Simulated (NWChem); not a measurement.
**B2H2OF2 (SMILES BOB(F)F): levels of theory compared**

We compute a comparison of 5 runs (HF/STO-3G, HF/3-21G, BLYP/6-31G, B3LYP/6-31G*) of B2H2OF2. 

The calculation is run with NWChem 7.3.0.

## Step 1: The molecule

B2H2OF2: 7 atoms, total charge 0, spin state singlet. SMILES: `BOB(F)F`. The coordinates come from a GFN2-xTB relaxation.

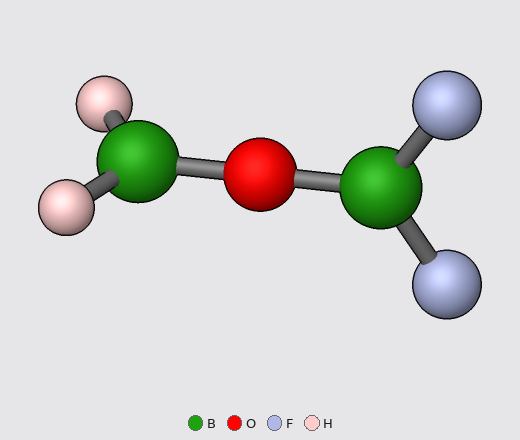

The structure, seen from a chosen angle (boron green, oxygen red, fluorine light blue, hydrogen pink).

## Step 2: Energy and forces at HF/STO-3G (run 1)

File run.py:

```python
from ase import Atoms
from ase.calculators.nwchem import NWChem

atoms = Atoms(['B', 'O', 'B', 'F', 'F', 'H', 'H'], positions=[
    [-0.505170, 1.206810, 0.312310],
    [-0.012080, 0.030090, 0.005910],
    [0.472540, -1.130780, -0.292770],
    [-0.297330, -2.193530, -0.489200],
    [1.776020, -1.343350, -0.425070],
    [-0.651450, 1.482430, 1.445270],
    [-0.782520, 1.948330, -0.556450],
])

calc = NWChem(
    label='sp',
    theory='scf',
    memory='2200 mb',
    basis='STO-3G',
    basispar='spherical bse',
    scf={'nopen': '0', 'rhf': None, 'thresh': '1e-08', 'maxiter': '80'},
)
atoms.calc = calc

forces = atoms.get_forces()
e = atoms.get_potential_energy()
print(f"E = {e:.6f} eV")
print("forces (eV/A):")
for s, f in zip(atoms.symbols, forces):
    print(f"{s:2s} {f[0]:10.5f} {f[1]:10.5f} {f[2]:10.5f}")
print("dipole (e A):", atoms.get_dipole_moment().round(4))
```

On the command line:

```console
export ASE_NWCHEM_COMMAND="nwchem PREFIX.nwi > PREFIX.nwo"
python run.py
```

Output:

```text
E = -8708.852211 eV
forces (eV/A):
B     0.03409   -0.04613   -0.02165
O    -0.69019    1.63173    0.42089
B     1.20626   -2.83377   -0.73096
F     0.00699    0.72999    0.16856
F    -0.54322    0.50990    0.15242
H    -0.02792    0.07734   -0.30365
H     0.01404   -0.06906    0.31445
dipole (e A): [-0.0432  0.1006  0.0263]
```

The calculator wrote sp.nwi:

```
title "sp"

permanent_dir sp

scratch_dir sp

start sp

geometry units angstrom nocenter noautosym noautoz
  B  -5.0517000000000001e-01 1.2068099999999999e+00 3.1230999999999998e-01
  O  -1.2080000000000000e-02 3.0089999999999999e-02 5.9100000000000003e-03
  B  4.7254000000000002e-01 -1.1307799999999999e+00 -2.9276999999999997e-01
  F  -2.9732999999999998e-01 -2.1935300000000000e+00 -4.8920000000000002e-01
  F  1.7760199999999999e+00 -1.3433500000000000e+00 -4.2507000000000000e-01
  H  -6.5144999999999997e-01 1.4824299999999999e+00 1.4452700000000001e+00
  H  -7.8251999999999999e-01 1.9483299999999999e+00 -5.5645000000000000e-01
end

memory 2200 mb

basis spherical bse noprint
   * library STO-3G
end

scf
  nopen 0
  rhf
  thresh 1e-08
  maxiter 80
end

task scf gradient
```

sp.nwo:

```text
Northwest Computational Chemistry Package (NWChem) 7.3.0
             --------------------------------------------------------

           Job information
           ---------------

    nwchem branch   = 7.3.0
    use scalapack   = T
    input           = sp.nwi
    prefix          = sp.
    data base       = sp/sp.db
    status          = startup
    nproc           =        1

           Memory information
           ------------------

    heap     =     72089596 doubles =      550.0 Mbytes
    stack    =     72089601 doubles =      550.0 Mbytes
    global   =    144179200 doubles =     1100.0 Mbytes (distinct from heap & stack)
    total    =    288358397 doubles =     2200.0 Mbytes
    verify   = yes
    hardfail = no

[... 136 lines left out ...]
 Convergence threshold     :          1.000E-08
[... 13 lines left out ...]
       Final RHF  results
[... 3 lines left out ...]
      One-electron energy =   -753.470342183380
[... 1 line left out ...]
 Nuclear repulsion energy =    154.256703597288
[... 35 lines left out ...]
                       ROHF Final Molecular Orbital Analysis
[... 227 lines left out ...]
                 ----------------------------------------
                 |  Time  |  1-e(secs)   |  2-e(secs)   |
                 ----------------------------------------
                 |  CPU   |       0.00   |       0.12   |
                 ----------------------------------------
                 |  WALL  |       0.00   |       0.12   |
                 ----------------------------------------

 Task  times  cpu:        0.8s     wall:        0.8s
 Total times  cpu:        0.8s     wall:        0.8s
```

It took 1.7 s on 1 thread of AMD EPYC 9R45 (Zen 5), shared host; peak memory 0.1 GiB.

## Step 3: Energy and forces at HF/3-21G (run 2)

File b2f2h2o.nw:

```
start b2f2h2o
title "B2F2H2O"
memory stack 880 mb heap 220 mb global 1100 mb

geometry units angstrom noautosym nocenter noautoz
B     -0.505170     1.206810     0.312310
O     -0.012080     0.030090     0.005910
B      0.472540    -1.130780    -0.292770
F     -0.297330    -2.193530    -0.489200
F      1.776020    -1.343350    -0.425070
H     -0.651450     1.482430     1.445270
H     -0.782520     1.948330    -0.556450
end

basis spherical bse
* library 3-21G
end

scf
thresh 1e-08
maxiter 80
end

task scf gradient
```

On the command line:

```console
nwchem b2f2h2o.nw > b2f2h2o.out
```

Output:

```text
[...]
  functions       =    49
[...]
  wavefunction    = RHF
[...]
         Total SCF energy =   -322.742975154521
      One-electron energy =   -753.210296713886
      Two-electron energy =    276.210617962077
 Nuclear repulsion energy =    154.256703597288
        Time for solution =      0.6s
[...]
                         RHF ENERGY GRADIENTS
    atom               coordinates                        gradient
                 x          y          z           x          y          z
   1 B      -0.954633   2.280540   0.590180    0.021255  -0.051379  -0.013183
   2 O      -0.022828   0.056862   0.011168   -0.001666   0.004263   0.001192
   3 B       0.892971  -2.136864  -0.553255   -0.017737   0.041356   0.010720
   4 F      -0.561872  -4.145171  -0.924454    0.013725   0.013694   0.002274
   5 F       3.356191  -2.538563  -0.803266   -0.019116   0.000096   0.001233
   6 H      -1.231062   2.801386   2.731164    0.001484  -0.002978  -0.005656
   7 H      -1.478748   3.681810  -1.051538    0.002056  -0.005052   0.003420
[...]
```

Run time: 1.3 s. Hardware: 1 thread of AMD EPYC 9R45 (Zen 5), shared host; peak memory 0.099 GiB.

Runs 3 to 4 aren't shown in full; the table further down has their settings and results.

## Step 4: Energy and gradient at B3LYP/6-31G(d) (Cartesian functions) (run 5)

File b2f2h2o.xyz:

```xyz
7
B2F2H2O B3LYP
B     -0.505170     1.206810     0.312310
O     -0.012080     0.030090     0.005910
B      0.472540    -1.130780    -0.292770
F     -0.297330    -2.193530    -0.489200
F      1.776020    -1.343350    -0.425070
H     -0.651450     1.482430     1.445270
H     -0.782520     1.948330    -0.556450
```

File b2f2h2o.nw:

```
START b2f2h2o
TITLE "B2F2H2O B3LYP"
memory 2200 mb

GEOMETRY units angstrom noautosym nocenter noautoz
  load format xyz b2f2h2o.xyz
END

BASIS
  B library 6-31G*
  O library 6-31G*
  F library 6-31G*
  H library 6-31G*
END

DFT
  xc b3lyp
  grid xfine
  convergence energy 1e-08
  iterations 100
  mulliken
  print medium
END

TASK dft gradient
```

On the command line:

```console
nwchem b2f2h2o.nw > b2f2h2o.out
```

Output:

```text
[...]
          Wavefunction type:  closed shell.
          No. of atoms     :     7
          No. of electrons :    38
[...]
          Charge           :     0
          Spin multiplicity:     1
[...]
          AO basis - number of functions:    79
[...]
              XC Information
              --------------
                         B3LYP Method XC Potential
                     Hartree-Fock (Exact) Exchange  0.200
                        Slater Exchange Functional  0.800 local
                    Becke 1988 Exchange Functional  0.720 non-local
              Lee-Yang-Parr Correlation Functional  0.810
                  VWN I RPA Correlation Functional  0.190 local
[...]
 d= 0,ls=0.0,diis     1   -325.9040701134 -4.80D+02  1.45D-02  9.58D-01     1.4
[...]
 d= 0,ls=0.0,diis     8   -326.0083256013 -5.01D-09  3.82D-06  2.64D-07     9.5
         Total DFT energy =     -326.008325601273
      One electron energy =     -756.083914690410
           Coulomb energy =      314.416758394317
    Exchange-Corr. energy =      -38.597872902468
 Nuclear repulsion energy =      154.256703597288
[...]
      Total Density - Mulliken Population Analysis
     ---------------------------------------------
    Atom       Charge   Shell Charges
 -----------   ------   -------------------------------------------------------
    1 B    5     4.85   1.99  0.58  1.46  0.41  0.30  0.11
    2 O    8     8.16   1.99  0.88  3.07  0.77  1.44  0.02
    3 B    5     4.48   1.99  0.51  1.41  0.07  0.30  0.19
    4 F    9     9.23   1.99  0.96  3.34  0.88  1.99  0.07
    5 F    9     9.23   1.99  0.96  3.34  0.88  1.99  0.07
    6 H    1     1.03   0.53  0.50
    7 H    1     1.03   0.53  0.50
[...]
  wavefunction    = closed shell
                         DFT ENERGY GRADIENTS
    atom               coordinates                        gradient
                 x          y          z           x          y          z
   1 B      -0.954633   2.280540   0.590180    0.008381  -0.020477  -0.005180
   2 O      -0.022828   0.056862   0.011168    0.003543  -0.008263  -0.002069
   3 B       0.892971  -2.136864  -0.553255   -0.018576   0.043650   0.011271
   4 F      -0.561872  -4.145171  -0.924454    0.007279  -0.000295  -0.000541
   5 F       3.356191  -2.538563  -0.803266   -0.004668  -0.005285  -0.000924
   6 H      -1.231062   2.801386   2.731164    0.001415  -0.002488  -0.010715
   7 H      -1.478748   3.681810  -1.051538    0.002627  -0.006842   0.008158
[...]
```

Wall time 13 s (1 thread of AMD EPYC 9R45 (Zen 5), shared host); peak memory 0.14 GiB.

## Step 5: Overview of the runs

| run | level | iteration cap | module | energy (Eh) | dipole moment (D) | HOMO energy (eV) | LUMO energy (eV) | wall time |
| --- | --- | --- | --- | --- | --- | --- | --- | --- |
| 1 | HF/STO-3G | 80 | scf | -320.044418 | 0.54 | -10.34 | 7.64 | 1.7 s |
| 2 | HF/3-21G | 80 | scf | -322.742975 | 1.64 | -12.78 | 3.09 | 1.3 s |
| 3 | BLYP/6-31G | 100 | dft | -325.858354 | 1.34 | -7.47 | -1.72 | 8.1 s |
| 4 | B3LYP/6-31G* (spherical functions) | 100 | dft | -326.004009 | 1.03 | – | – | 12 s |
| 5 | B3LYP/6-31G* (Cartesian functions) | 100 | dft | -326.008326 | 1.05 | -8.71 | -0.85 | 13 s |

## Step 6: Results

```
                       quantity          value
            run 5: total energy  -326.00833 Eh
           run 5: dipole moment         1.05 D
             run 5: HOMO energy       -8.71 eV
             run 5: LUMO energy       -0.85 eV
           run 5: HOMO–LUMO gap        7.86 eV
run 5: largest force on an atom     2.507 eV/Å
```

**Reading.** The dipole moment (its size) runs from 0.54 D (HF/STO-3G) to 1.64 D (HF/3-21G). Over runs 1, 2, 3, 5 the HOMO–LUMO gap runs from 5.76 eV (BLYP/6-31G) to 17.98 eV (HF/STO-3G). The two ends differ in method and basis. Totals of different functionals can't be ranked against each other. In run 1 the basis is minimal, so the values are rough. All runs together took 36 s, the longest 13 s.
